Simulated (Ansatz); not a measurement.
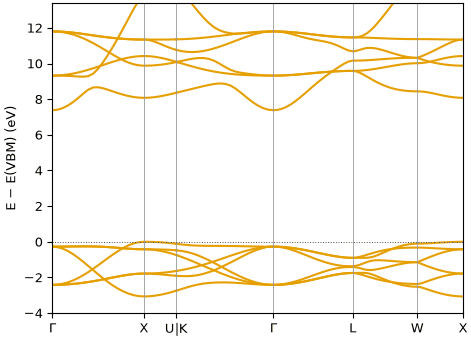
Fig. 1. Band structure from DFT-LDA in the program Ansatz with PAW potentials

**Question.** Read off the gap and where the band edges lie.

**Answer.** About 7.4 eV (7.38 eV by a search for the band edges); maximum at X, minimum at Γ.

The material is CaF2 (fluorite, space group No. 225).

Space group Fm-3m (fluorite). The LDA relaxation kept the symmetry of its start.

Potentials: the earlier of the program's two PAW sets. The files were generated under PBE; for other functionals the program regenerates the frozen cores, and for LDA and PBEsol the local potential too.
